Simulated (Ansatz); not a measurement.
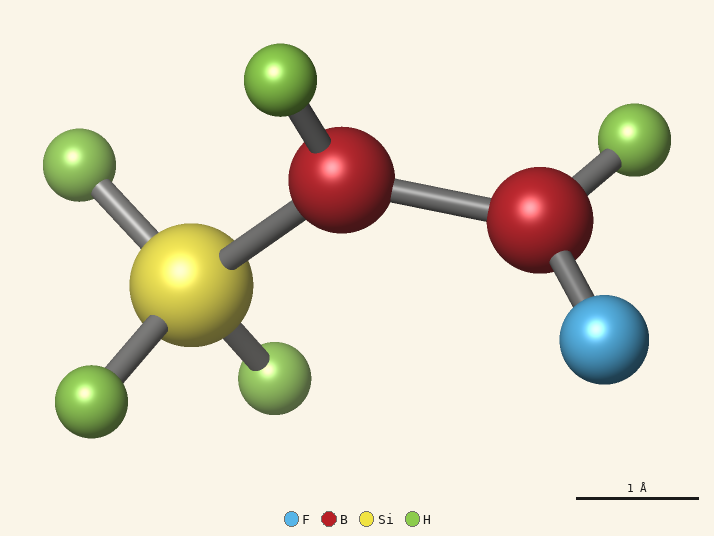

Rendered structure (ball-and-stick style). Every bond is drawn as one stick, whatever its order.

Identify the structure.

The molecule is B₂FH₅Si. Its SMILES string is `FBB[SiH3]`. It has no ring. Among its groups: Si–H bond, B–H bond. This geometry has C1 symmetry. Coordination: 2 B trigonal planar; 1 Si tetrahedral.

The parts below concern this one geometry. Atoms keep their numbers from picture to picture. The geometry was computed by an optimisation with PBE0-D4/def2-TZVP.

## Dipole moment

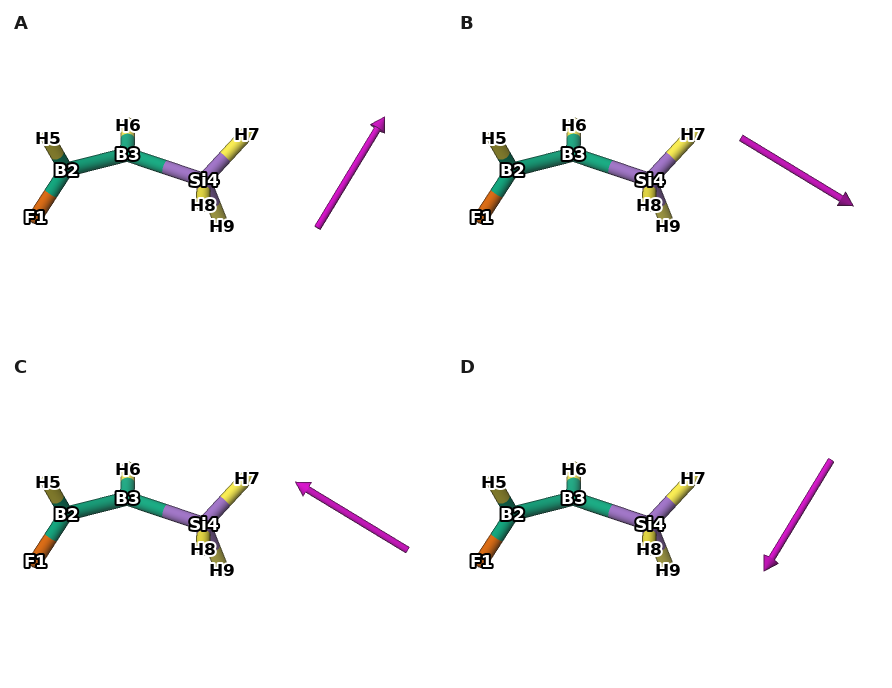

The same molecule four times, each with an arrow. Method: RKS PBE0-D4/def2-TZVP (Ansatz 0.2.0).

Which arrow points along the dipole moment, from the negative to the positive end?

A. The dipole moment is 0.93 D; it points from the side of F1 to the side of H7 (the outermost atoms at the two ends).

## Vibrations

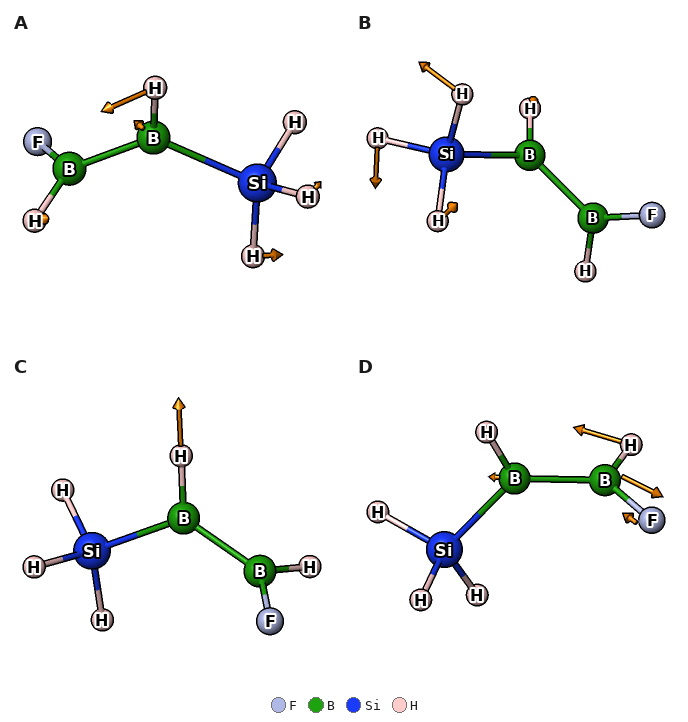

4 normal modes of one molecule or complex, as arrows. Harmonic vibrations computed with RKS PBE0-D4/def2-TZVP (Ansatz 0.2.0) at a stationary point of the same level.

Match the panels to the wavenumbers 51 cm⁻¹, 732 cm⁻¹, 1341 cm⁻¹, 2608 cm⁻¹.

A: 732 cm⁻¹
B: 51 cm⁻¹, a torsion or out-of-plane motion in which bond lengths and bond angles hardly change
C: 2608 cm⁻¹, B–H stretching
D: 1341 cm⁻¹

## Charges

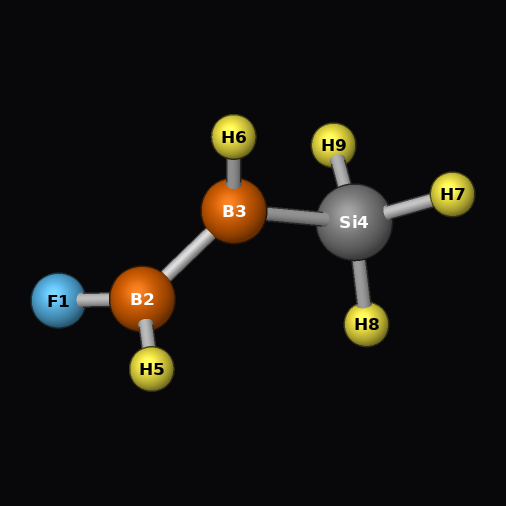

The questions are on Mulliken charges. Method: RKS ωB97M-V/def2-TZVPP (Ansatz 0.2.0).

Which atom carries the highest charge (most positive or least negative)?

B2 (0.19 e).

And the lowest?

F1 (−0.22 e).

List the Mulliken charges.

```json
{"atom": "F1", "value (e)": "−0.22"}
{"atom": "B2", "value (e)": "0.19"}
{"atom": "B3", "value (e)": "−0.07"}
{"atom": "Si4", "value (e)": "0.04"}
{"atom": "H5", "value (e)": "0.02"}
{"atom": "H6", "value (e)": "0.11"}
{"atom": "H7", "value (e)": "−0.02"}
{"atom": "H8", "value (e)": "−0.03"}
{"atom": "H9", "value (e)": "−0.02"}
```

Mulliken values depend strongly on the basis set and can even reverse the polarity of a bond.
